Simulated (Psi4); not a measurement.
# NO2 (nitrogen dioxide), step by step, part 2 of 2

Psi4 1.11. The steps go on from the part before.

**3. Vibrational wavenumbers at UPBE-D3(BJ)/aug-cc-pVDZ (density fitting) (run 2)**

The input, job.in:

```
memory 1600 mb

molecule mol {
  0 2
  O      0.40810147    -2.08565671     0.00329190
  N     -0.52650226    -0.01805444    -0.28933786
  O      0.11114991     2.10343714     0.28206808
  units au
}

set basis aug-cc-pVDZ
set reference uks
set t 298.15
set rotational_symmetry_number 2

e_tot = frequencies('pbe-d3(bj)')
```

Command:

```
$ psi4 -i job.in -o job.out -n 1
```

job.out, cut to the lines that bear on the results:

```text
[...]
  Running in cs symmetry.
[...]
  Nuclear repulsion =   64.161694006162122
[...]
  Multiplicity = 2
[...]
  Nalpha       = 12
  Nbeta        = 11
[...]
    Number of basis functions: 69
[...]
   @DF-UKS iter   1:  -204.84766820730681   -1.55851e-01   9.03075e-03 ADIIS/DIIS
[...]
  Running in c1 symmetry.
[...]
   @DF-UKS iter  11:  -204.93093981111127   -1.98952e-12   8.62833e-09 DIIS
[...]
   @S^2 Observed:                7.516168288E-01
[...]
  @DF-UKS Final Energy:  -204.93093981111127
   => Energetics <=
    Nuclear Repulsion Energy =             64.1616836372543986
    One-Electron Energy =                -406.9779118903059043
    Two-Electron Energy =                 161.5863436362866423
    DFT Exchange-Correlation Energy =     -23.7001697941269036
    Empirical Dispersion Energy =          -0.0008854002194966
    VV10 Nonlocal Energy =                  0.0000000000000000
    Total Energy =                       -204.9309398111112728
[...]
  -Total Gradient:
     Atom            X                  Y                   Z
    ------   -----------------  -----------------  -----------------
       1        0.000020704261     0.000025982044     0.000000038718
       2       -0.000044411356     0.000028706245    -0.000000061939
       3        0.000010332713    -0.000055101742     0.000000002304
[...]
  ==> Harmonic Vibrational Analysis <==
[...]
  Freq [cm^-1]                 731.1249           1337.6512           1663.8993
[...]
  IR activ [km/mol]             3.7916              0.0300             340.3138
[...]
  Total E_0, Enthalpy at 0 [K]                                                         -204.92243615 [Eh]
[...]
  Total H, Enthalpy at  298.15 [K]                                                     -204.91854659 [Eh]
[...]
  Total G, Gibbs energy at  298.15 [K]                                                 -204.94584290 [Eh]
[...]
```

Wall time 32 s (1 thread of Intel Xeon 6975P-C (Granite Rapids), shared host); peak memory 0.38 GiB.

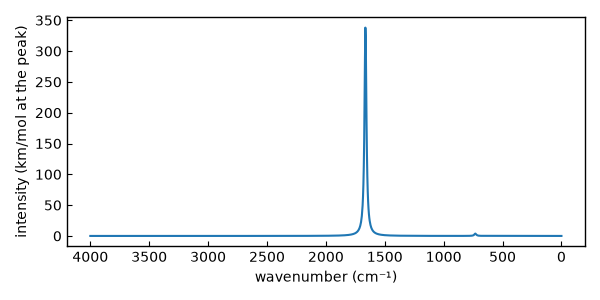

Harmonic infrared spectrum, unscaled, lines broadened by 10 cm⁻¹.

**4. A single-point energy at UCCSD(T)/cc-pVDZ (run 3)**

The input, input.in:

```
memory 1.6 GB

molecule {
  0 2
  O
  N 1 r2
  O 2 r3 1 a3

  r2 = 1.210659
  r3 = 1.210629
  a3 = 133.80889
  symmetry c1
}

set basis cc-pVDZ
set reference uhf
set scf_type pk
set freeze_core true

result, w = energy('ccsd(t)', return_wfn=True)
```

Command:

```
$ psi4 -n 1 input.in input.out
```

input.out, cut to the lines that bear on the results:

```text
[...]
  Running in c1 symmetry.
[...]
  Nuclear repulsion =   64.161697643327628
[...]
  Multiplicity = 2
[...]
  Nalpha       = 12
  Nbeta        = 11
[...]
    Number of basis functions: 42
[...]
   @UHF iter   1:  -203.92808957894533   -5.99553e-01   1.29754e-02 ADIIS/DIIS
[...]
   @UHF iter  23:  -204.04305562231025    6.25278e-12   7.56720e-09 DIIS
[...]
   @S^2 Observed:                7.705111418E-01
[...]
    Orbital Energies [Eh]
    ---------------------
    Alpha Occupied:
       1A    -20.689588     2A    -20.689537     3A    -15.879972
       4A     -1.666376     5A     -1.489662     6A     -0.972305
       7A     -0.824850     8A     -0.798066     9A     -0.752889
      10A     -0.590568    11A     -0.522343    12A     -0.505689
    Alpha Virtual:
      13A      0.070145    14A      0.426354    15A      0.553926
      16A      0.833688    17A      0.879544    18A      0.880454
      19A      0.943686    20A      1.076120    21A      1.137055
      22A      1.173006    23A      1.189875    24A      1.246370
      25A      1.251228    26A      1.794426    27A      1.815301
[...]
  @UHF Final Energy:  -204.04305562231025
   => Energetics <=
    Nuclear Repulsion Energy =             64.1616976433276278
    One-Electron Energy =                -406.6715935713903605
    Two-Electron Energy =                 138.4668403057524984
    Total Energy =                       -204.0430556223102485
  UHF NO Occupations:
  HONO-2 :   10  A 1.9970224
  HONO-1 :   11  A 1.9938473
[...]
 Multipole Moments:
 ------------------------------------------------------------------------------------
     Multipole            Electronic (a.u.)      Nuclear  (a.u.)        Total (a.u.)
 ------------------------------------------------------------------------------------
 L = 1.  Multiply by 2.5417464519 to convert [e a0] to [Debye]
 Dipole X            :         -0.2685140            0.0021606           -0.2663534
 Dipole Y            :         -0.1145923            0.0009214           -0.1136709
 Dipole Z            :          0.0000000            0.0000000            0.0000000
 Magnitude           :                                                    0.2895949
[...]
      * MP2 total energy                      = -204.589119646766846
[...]
      * CCSD total energy                     = -204.579659926344391
[...]
      * CCSD(T) total energy                     = -204.604471610205763
[...]
```

Run time: 4.8 s. Hardware: 1 thread of Intel Xeon 6975P-C (Granite Rapids), shared host; peak memory 0.22 GiB.

**5. What came out**

This closing draws on all 2 parts.

```
                                                                                 quantity             value
                                  run 1, UPBE-D3(BJ)/aug-cc-pVDZ: total energy at the end     -204.93094 Eh
                                            run 1, UPBE-D3(BJ)/aug-cc-pVDZ: dipole moment            0.27 D
                       run 1, UPBE-D3(BJ)/aug-cc-pVDZ: HOMO energy (highest over α and β)          -6.63 eV
                        run 1, UPBE-D3(BJ)/aug-cc-pVDZ: LUMO energy (lowest over α and β)          -5.24 eV
                                        run 1, UPBE-D3(BJ)/aug-cc-pVDZ: dispersion energy      -2.32 kJ/mol
                                                     run 1, UPBE-D3(BJ)/aug-cc-pVDZ: ⟨S²⟩             0.752
                               run 2, UPBE-D3(BJ)/aug-cc-pVDZ: lowest harmonic wavenumber          731 cm⁻¹
                              run 2, UPBE-D3(BJ)/aug-cc-pVDZ: highest harmonic wavenumber         1664 cm⁻¹
                                        run 2, UPBE-D3(BJ)/aug-cc-pVDZ: zero-point energy       22.3 kJ/mol
run 2, UPBE-D3(BJ)/aug-cc-pVDZ: ideal-gas entropy at 298.15 K (symmetry number 2 as used)  57.5 cal/(mol K)
                                                    run 3, UCCSD(T)/cc-pVDZ: total energy     -204.60447 Eh
      run 3, UCCSD(T)/cc-pVDZ: HOMO energy (Hartree–Fock orbitals) (highest over α and β)         -13.32 eV
       run 3, UCCSD(T)/cc-pVDZ: LUMO energy (Hartree–Fock orbitals) (lowest over α and β)           1.09 eV
                     run 3, UCCSD(T)/cc-pVDZ: correlation energy (3 core orbitals frozen)        -561.4 mEh
                                                  run 3, UCCSD(T)/cc-pVDZ: (T) correction        -24.81 mEh
                               run 3, UCCSD(T)/cc-pVDZ: ⟨S²⟩ of the reference determinant             0.771
                                                   run 3, UCCSD(T)/cc-pVDZ: T1 diagnostic             0.036
```

**Reading.** The optimisation (run 1, UPBE-D3(BJ)/aug-cc-pVDZ) took 4 steps and changed the energy by -0.088 eV. All 3 modes (run 2, UPBE-D3(BJ)/aug-cc-pVDZ) are real, so the shape is a minimum at this level. At UPBE-D3(BJ)/aug-cc-pVDZ: The measured dipole moment is 0.32 D (NIST CCCBDB); the computed value is 0.05 D (17 %) too low. The triples (run 3, UCCSD(T)/cc-pVDZ) make up 4.4 % of the correlation energy.
